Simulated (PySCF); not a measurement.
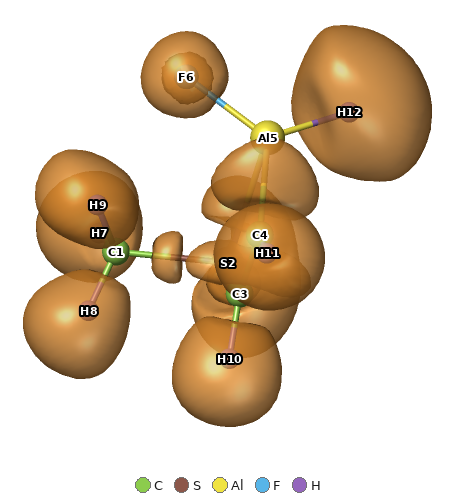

Figure. C$_{3}$H$_{6}$AlFS. Isosurface of the electron localisation function at 0.8 (orange), seen at an oblique angle. Core shells and regions of very low density are left out.

Geometry: GFN2-xTB.

Computed with PBE0/pcSseg-1, SCF density, gas phase, non-relativistic (PySCF).

```yaml
atoms:
  - { symbol: C, position_ang: [1.7950, 0.3041, 0.0540] }
  - { symbol: S, position_ang: [0.4660, -0.2811, 1.1595] }
  - { symbol: C, position_ang: [-0.4050, -1.3285, -0.0068] }
  - { symbol: C, position_ang: [-1.4715, -0.7978, -0.6041] }
  - { symbol: Al, position_ang: [-1.4849, 1.0198, 0.2608] }
  - { symbol: F, position_ang: [-0.7599, 2.2797, -0.5300] }
  - { symbol: H, position_ang: [2.4287, 0.9625, 0.6387] }
  - { symbol: H, position_ang: [2.3627, -0.5548, -0.2901] }
  - { symbol: H, position_ang: [1.3611, 0.8414, -0.7865] }
  - { symbol: H, position_ang: [0.0173, -2.3188, -0.1179] }
  - { symbol: H, position_ang: [-1.9989, -1.4294, -1.3145] }
  - { symbol: H, position_ang: [-2.3095, 1.3023, 1.5109] }
```

### Describe the localisation domains.

The surface consists of one region between bonded C–C atoms (shared pairs), two regions between bonded C–S atoms (shared pairs), six regions around hydrogen nuclei, one region on C in which the atom's valence shell and bonds are merged, one region on S in which the atom's valence shell and bonds are merged and one region wrapped around F (its valence shell). Profiles from the grid: C–C (1.33 Å): the ELF peaks at about 0.90 between the atoms (a short, multiple covalent bond). Al–F (1.65 Å): the ELF peaks at about 0.85 in the valence shell of F, 0.5 Å from its nucleus, and is about 0.30 at the midpoint.
